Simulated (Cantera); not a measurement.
Input: 1 mol NH3, 1 mol O2, 13 mol H2, at 2.30 bar.

Cantera equilibrium calculation (NASA polynomials, part measured and part estimated; ideal gas, pure solids and liquids). Candidate condensed phases: H2O; 24 gas species. Rates play no part.

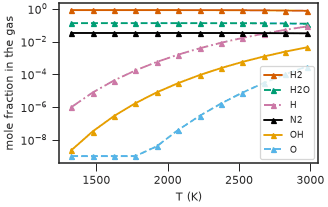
*Equilibrium gas composition (values under 1e-9 drawn at 1e-9)*

From 1323 K to 2973 K nothing is condensed.
